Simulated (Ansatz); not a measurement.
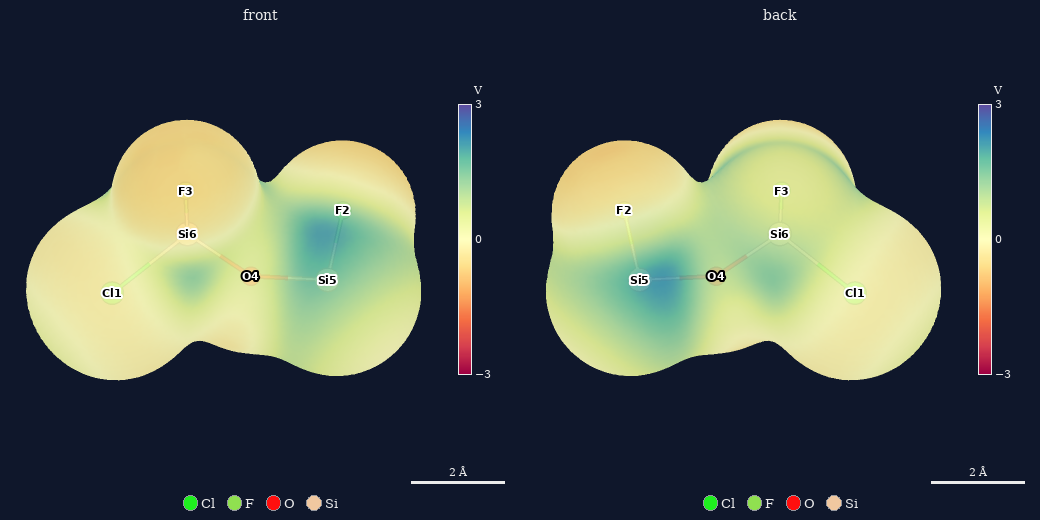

ClF$_{2}$OSi$_{2}$ (doublet). The electrostatic potential painted on the density surface at 0.002 e/bohr³, seen from the front and from behind; red is negative and blue positive.

Geometry: B3LYP/6-31G*.

The calculation used isolated molecule in a Gaussian basis; Kohn-Sham density functional theory, functional PBE0 in Ansatz.

```xyz
6

Cl   -2.3816   -2.0443   -2.6986
F     0.6478   -0.5321    1.4549
F    -0.5630    0.2825   -2.1905
O    -1.3513   -1.0269   -0.0352
Si   -0.9666   -0.6950    1.5564
Si   -0.8379   -1.1898   -1.6002
```

Which sites attract a positive test charge, and which a negative one?

Answer. A positive charge is drawn to the negative regions and a negative charge to the positive ones. The most negative region (about −0.7 V, or −16 kcal/mol for a unit charge) lies over F2 and F3, the most positive (about +2.1 V, or +48 kcal/mol for a unit charge) over Si5. Cl1 shows a σ-hole: about +0.4 V, or +9 kcal/mol for a unit charge at the tip opposite its bond, against about −0.2 V on its flanks.

What dipole moment does the calculation give?

Answer. Its dipole moment is 1.28 D.
